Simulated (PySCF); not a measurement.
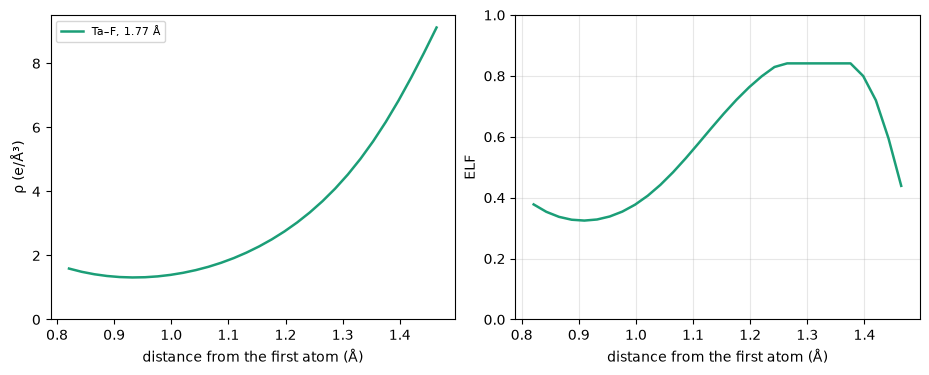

TaF (charge +1, quartet). Electron density and ELF along straight lines between neighbouring atoms. The curves leave out the atomic cores.

Core potentials replace the inner electrons of Ta.

Method: PBE0/def2-TZVPPD, non-relativistic Hamiltonian with scalar-relativistic core potentials where named, at a bond length of 1.775 Å (PySCF).

```xyz
2

Ta    0.0000    0.0000   -0.1687
F     0.0000    0.0000    1.6063
```

> What can be read from the curves?

Ta–F (1.77 Å): the density is about 1.4 e/Å³ at the midpoint; the ELF peaks at about 0.85 in the valence shell of F, 0.5 Å from its nucleus, and drops to about 0.30 between the two atoms.
